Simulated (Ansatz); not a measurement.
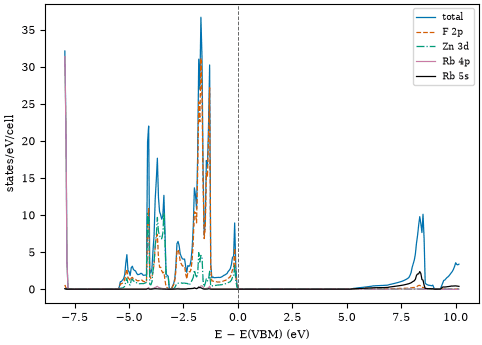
Figure. Total and projected density of states of Rb$_{2}$ZnF$_{4}$ in space group I4/mmm (No. 139; Rb on 4e, Zn on 2a, F on 4e, F on 4c), r²SCAN (plane waves, PAW; program Ansatz)

Q: Which orbitals carry the states next to the gap?

A: Top 1 eV of the valence band: F 2p 61 %, Zn 3d 37 %. Bottom 1 eV of the conduction band: Rb 5s 48 %, Zn 4s 24 %, F 2s 14 %, F 2p 6 %. Projections are on Löwdin-orthogonalised atomic valence shells; empty p or d shells of many metals are not among them.

Q: Where is the tallest occupied peak in this window, and what makes it?

A: Near -1.7 eV, about 37 states/eV per cell; the largest projected share is F 2p.

The first step of the workflow began from a Materials Project structure, measured or hypothetical; the Crystallography Open Database copy checked does not list it. Whether it is the stable phase at ambient conditions was not checked. Symmetry was held in the r²SCAN relaxation; whether a distortion lowers the energy is not shown. Spin–orbit coupling is left out wherever it is not named.

Potentials: the later of the program's two PAW sets.
